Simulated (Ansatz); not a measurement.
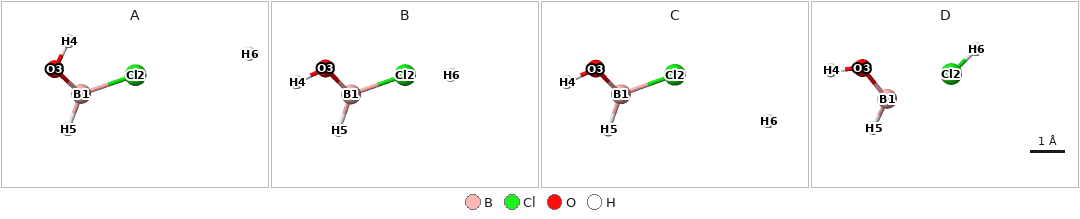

4 geometries from a converged minimum-energy path of BH3OCl (multiplicity 2), made up at the start of BH₂OCl and H, shuffled. A ball-and-stick model, seen at a tilt.

The calculation used UKS PBE0-D4/6-31G* (Ansatz 0.2.0). Set-up: 7 movable images; climbing image; force threshold 0.05 eV/Å; iteration limit 60; starting path through a guess of the saddle point.

### Which of them lies highest in energy?

D. In order along the path, whose images run from 0 to 8: A (image 0, 0.00 eV), C (image 3, +0.06 eV), B (image 4, +0.06 eV), D (image 6, +1.41 eV). Breaking: B1–Cl2 (1.77 → 2.16 at the top → 3.23 Å). Forming: Cl2–H6 (3.47 → 1.40 at the top → 1.29 Å).

Limits of the set-up: the start holds two separate molecules, 3.5 Å apart at their closest, whose relative position is a soft coordinate.
